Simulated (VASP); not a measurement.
# How SCF threshold and SCF solver change a VASP run on FeO (Wuestite), part 3 of 3

Aim: find what the SCF threshold and SCF solver change for FeO (Wuestite), and what they cost. The series runs use LDA. The start is a cell from a database of measured crystal structures.

VASP 6.6.1; LDA, spin-polarised from a ferromagnetic start (one magnetic atom a cell); plane waves and PAW (Fe, O).

Still holding for the runs below: The cell holds one magnetic atom, so no antiferromagnetic order fits into it. The k-mesh is coarse for a metal. Oxides and halides of Fe are often magnetic insulators, and a metal at this level, without U or exact exchange, may be an artefact.

So far. Step 13 (SCF solver: ALGO = Damped): Against the first of the series the energy stays within 0.01 meV an atom; the pressure moves by +0.02 GPa, after 25 cycles in 6.2 s. Step 14 (SCF solver: AMIX = 0.1, BMIX = 0.01): Against the first of the series the energy stays within 0.01 meV an atom; the pressure moves by +0.02 GPa, after 15 cycles in 5 s.

The database entry behind the starting cell differs from later determinations by our own check (inexact against later determinations), so it need not match the best structure at ambient conditions.

## (15) SCF solver: AMIX = 0.8

Contents of INCAR:

```
SYSTEM = FeO
PREC = Accurate
ENCUT = 520
EDIFF = 1E-06
NELM = 100
ISMEAR = -1
SIGMA = 0.05
LREAL = .FALSE.
ALGO = Normal
GGA = CA
NBANDS = 16
ISPIN = 2
MAGMOM = 3 0
LASPH = .TRUE.
LMAXMIX = 4
LORBIT = 11
LWAVE = .FALSE.
LCHARG = .FALSE.
KPAR = 2
ISIF = 2
AMIX = 0.8
```

Contents of POSCAR:

```
FeO
1.0
    0.0000000000      2.1554000000      2.1554000000
    2.1554000000      0.0000000000      2.1554000000
    2.1554000000      2.1554000000      0.0000000000
Fe O
1 1
Direct
    0.0000000000      0.0000000000      0.0000000000
    0.5000000000      0.5000000000      0.5000000000
```

Contents of KPOINTS:

```
Automatic mesh
0
Gamma
9 9 9
0 0 0
```

Potentials, in the order of the species: Fe and O (PBE family, release 64).

Run with:

```sh
$ mpirun -np 2 vasp_std
```

Log:

```text
[... set-up lines as in an earlier step ...]
 entering main loop
       N       E                     dE             d eps       ncg     rms          rms(c)
[... 5 cycles as in an earlier step ...]
DAV:   6    -0.273790070854E+02   -0.85435E+01   -0.82224E+01  2896   0.115E+02    0.551E+01
DAV:   7    -0.162823703986E+02    0.11097E+02   -0.57475E+01  2944   0.926E+01    0.879E+00
DAV:   8    -0.165829192115E+02   -0.30055E+00   -0.16918E+00  2328   0.121E+01    0.675E+00
DAV:   9    -0.164302726838E+02    0.15265E+00   -0.60711E-01  3280   0.135E+01    0.267E+00
[...]
DAV:  16    -0.164547209203E+02    0.27737E-04   -0.20015E-05  2752   0.625E-02    0.188E-02
DAV:  17    -0.164547272177E+02   -0.62974E-05   -0.33975E-06  2504   0.218E-02    0.704E-03
DAV:  18    -0.164547270571E+02    0.16060E-06   -0.65284E-07  1192   0.156E-02
   1 F= -.16454727E+02 E0= -.16448718E+02  d E =-.120174E-01  mag=     3.9881
```

It took 5.8 s on 2 MPI ranks of Intel Xeon 6975P-C (Granite Rapids), shared host; peak memory 0.26 GiB; 11 s of CPU time.

Parts of OUTCAR (step 15):

```text
  Total       -1.8776012     -1.8776012     -1.8776012      0.0000000      0.0000000      0.0000000
  in kB     -150.2105023   -150.2105023   -150.2105023      0.0000000      0.0000000      0.0000000
  external PRESSURE =    -150.2105023 kB  Pullay stress =       0.0000000 kB

  FREE ENERGIE OF THE ION-ELECTRON SYSTEM (eV)
  ---------------------------------------------------
  free  energy   TOTEN  =       -16.4547270571 eV

  energy  without entropy=      -16.4427096319  energy(sigma->0) =      -16.44871834

[... 4 parts as in an earlier step ...]

[... 1 further part left out ...]
[key lines of the parts left out:]
E-fermi :   5.6690
```

Against the first of the series the energy stays within 0.01 meV an atom and the pressure within 0.01 GPa, after 18 cycles in 5.8 s.

## (16) SCF solver: IMIX = 1, AMIX = 0.2

INCAR, as its differences from that of step 15:

```diff
@@ -20,2 +20,3 @@
 ISIF = 2
-AMIX = 0.8
+IMIX = 1
+AMIX = 0.2
```

POSCAR is that of step 15.

KPOINTS is that of step 15.

Run with:

```sh
$ mpirun -np 2 vasp_std
```

Log:

```text
[... set-up lines as in an earlier step ...]
 entering main loop
       N       E                     dE             d eps       ncg     rms          rms(c)
[... 5 cycles as in an earlier step ...]
DAV:   6    -0.166132170792E+02    0.22223E+01   -0.35521E+00  2872   0.312E+01    0.138E+01
DAV:   7    -0.165333571755E+02    0.79860E-01   -0.59157E-01  3296   0.102E+01    0.114E+01
DAV:   8    -0.165123744813E+02    0.20983E-01   -0.38355E-02  3328   0.259E+00    0.916E+00
DAV:   9    -0.164930311679E+02    0.19343E-01   -0.47217E-03  3344   0.757E-01    0.734E+00
[...]
DAV:  29    -0.164547301603E+02    0.19279E-05   -0.25027E-07  1168   0.520E-03    0.633E-02
DAV:  30    -0.164547289601E+02    0.12002E-05   -0.12755E-07  1144   0.399E-03    0.497E-02
DAV:  31    -0.164547282140E+02    0.74609E-06   -0.10001E-07  1144   0.329E-03
   1 F= -.16454728E+02 E0= -.16448723E+02  d E =-.120106E-01  mag=     3.9880
```

Elapsed: 9 s, on 2 MPI ranks; peak memory 0.25 GiB.

OUTCAR, selected parts (step 16):

```text
  Total       -1.8605485     -1.8605485     -1.8605485     -0.0000000      0.0000000      0.0000000
  in kB     -148.8462680   -148.8462680   -148.8462680     -0.0000000      0.0000000      0.0000000
  external PRESSURE =    -148.8462680 kB  Pullay stress =       0.0000000 kB

 POSITION                                       TOTAL-FORCE (eV/Angst)
 -----------------------------------------------------------------------------------
      0.00000      0.00000      0.00000         0.000000      0.000000      0.000000
      2.15540      2.15540      2.15540         0.000000     -0.000000      0.000000
 -----------------------------------------------------------------------------------
    total drift:                                0.000000     -0.000000      0.000000

  FREE ENERGIE OF THE ION-ELECTRON SYSTEM (eV)
  ---------------------------------------------------
  free  energy   TOTEN  =       -16.4547282140 eV

  energy  without entropy=      -16.4427176575  energy(sigma->0) =      -16.44872294

[... 3 parts as in an earlier step ...]

[... 1 further part left out ...]
[key lines of the parts left out:]
E-fermi :   5.6694
```

Against the first of the series the energy stays within 0.01 meV an atom; the pressure moves by +0.14 GPa, after 31 cycles in 9 s.

## (17) The SCF solver series as a table

This step: convergence of LDA results with the solver; plane waves and PAW (VASP 6.6.1).

Derived from the runs above.

Differences are taken from the run with ALGO = Normal. Results of the series, by row:

| setting | status | energy less the reference (meV/atom) | pressure (GPa) | moment (μB) | SCF cycles | wall time (s) |
| --- | --- | --- | --- | --- | --- | --- |
| ALGO = Normal | converged | 0 | -15.02 | 3.988 | 16 | 5.4 |
| ALGO = Fast | converged | -9.90e-4 | -15.04 | 3.988 | 17 | 5.8 |
| ALGO = VeryFast | converged | -7.00e-5 | -15.03 | 3.988 | 23 | 7 |
| ALGO = All | converged | -0.001255 | -15.02 | 3.988 | 19 | 6.2 |
| ALGO = Damped | converged | 0.00217 | -15 | 3.988 | 25 | 6.2 |
| AMIX = 0.1, BMIX = 0.01 | converged | 5.90e-4 | -15 | 3.988 | 15 | 5 |
| AMIX = 0.8 | converged | 5.85e-4 | -15.02 | 3.988 | 18 | 5.8 |
| IMIX = 1, AMIX = 0.2 | converged | -0.001715 | -14.88 | 3.988 | 31 | 9 |

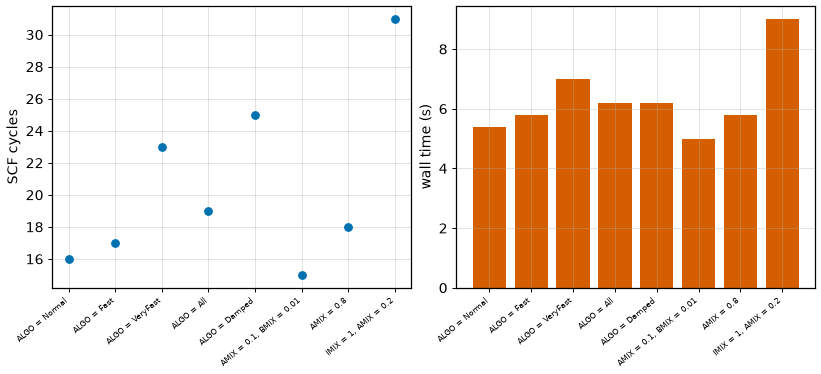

The SCF cycles and the wall time by setting.

## (18) Outcome

```json
{"SCF threshold from which the energy stays within 10 meV/atom of the reference": "EDIFF = 0.01", "SCF threshold from which the energy stays within 1 meV/atom of the reference": "EDIFF = 0.01", "SCF threshold from which the pressure stays within 0.2 GPa of the reference": "EDIFF = 1E-05", "spread of the pressure over the SCF threshold": "1.47 GPa", "spread of the energy over the SCF threshold": "0.395 meV/atom", "fewest SCF cycles": "AMIX = 0.1, BMIX = 0.01 (15)", "most SCF cycles among converged runs": "IMIX = 1, AMIX = 0.2 (31)", "spread of the pressure over the SCF solver": "0.158 GPa", "spread of the energy over the SCF solver": "0.00388 meV/atom"}
```

From EDIFF = 0.01 on, the energy stays within 1 meV an atom of the reference, at 66 % of its time. The pressure holds within 0.2 GPa from EDIFF = 1E-05 on. The loosest stop saves 7 of 17 cycles and costs +0.4 meV an atom, +1.35 GPa. All SCF solvers that converged agree within 0.05 meV an atom. No setting beats the 5.4 s of ALGO = Normal by a fifth or more; the slowest converged run is IMIX = 1, AMIX = 0.2, at 9 s. On a shared host such times are rough. Yet the pressure of IMIX = 1, AMIX = 0.2 is +0.14 GPa off: EDIFF tests the energy, which is second order in the error of the density, while the stress is first order. Forces vanish by symmetry in this cell, so the series can't test them.

[Lines on the potential files, build, host, timing and source positions are cut from VASP's logs without a mark.]

[Logs are printed without paths, hosts, clocks, repeated set-up lines and the standing remarks that a program may print on its own settings, such as how far it seeks lower states.]

[Hosts, paths, dates, database ids (printed as entryN), source tags and the programs' standing remarks are cut or masked in the printed files.]

[A measured line is paired with the nearest computed mode of its activity, which favours agreement.]
